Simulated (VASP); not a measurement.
Band structure of Nb4C3N (ordered alloy cell). Calculation: PBEsol GGA, VASP's PBE PAW potentials (set 64) (plane waves; VASP).

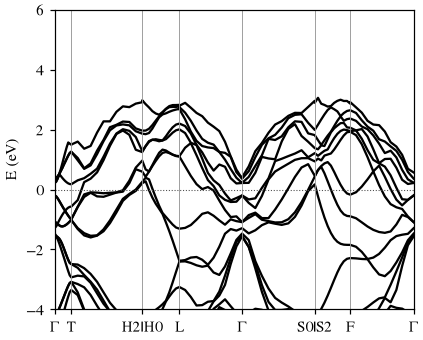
Figure: Bands along high-symmetry lines, zero at the valence-band maximum or, without a gap, the Fermi level

Task: Read the plot: is there a gap, and where are the band edges?

Result: It has no gap at this level: it comes out as a metal or semimetal. (Edges off the drawn lines would not show.)

The structure was generated: Nb4C3N was put into an ordered model structure (R-3m), which need not be its known phase. It was relaxed first. The electron count is odd and the run is not spin-polarised, which forces a metal.
